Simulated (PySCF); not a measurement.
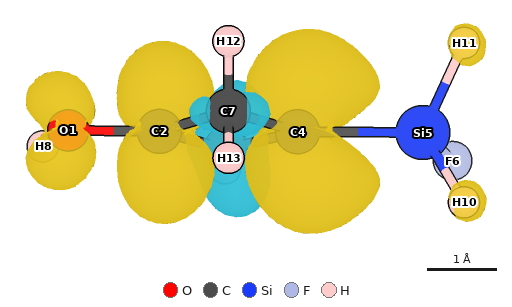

The picture shows: C4H6FOSi (SMILES O[C]1C=C([SiH2]F)C1) (doublet). Isosurfaces of the spin density (α minus β) at +0.02 (yellow) and −0.02 e/Å³ (cyan), seen from one side.

Geometry: GFN2-xTB.

All numbers below come from UKS B3LYP, pcH-1 on C F H O Si, non-relativistic, mean-field spin-orbit, GIAO (PySCF 2.14.0, density-fitted response routines).

```yaml
atoms:
  - { symbol: O, position_ang: [-2.8792, -0.4742, 0.4945] }
  - { symbol: C, position_ang: [-1.5691, -0.2703, 0.2977] }
  - { symbol: C, position_ang: [-0.3975, -0.4661, 0.9905] }
  - { symbol: C, position_ang: [0.4005, 0.0558, -0.0481] }
  - { symbol: Si, position_ang: [2.1934, 0.3473, -0.3447] }
  - { symbol: F, position_ang: [2.9764, -0.1538, 0.9745] }
  - { symbol: C, position_ang: [-0.8492, 0.3106, -0.8937] }
  - { symbol: H, position_ang: [-3.0345, -0.8677, 1.3626] }
  - { symbol: H, position_ang: [-0.1609, -0.8656, 1.9594] }
  - { symbol: H, position_ang: [2.5507, 1.7588, -0.4626] }
  - { symbol: H, position_ang: [2.7524, -0.4605, -1.4259] }
  - { symbol: H, position_ang: [-0.9214, -0.2693, -1.8124] }
  - { symbol: H, position_ang: [-1.0660, 1.3556, -1.1094] }
```

Where is the unpaired spin?

Answer. The unpaired spin (1 electron) lies mostly on C4 (about 0.4), C2 (about 0.3), O1 (about 0.1) and Si5 (about 0.1), in electrons by Hirshfeld's partition.
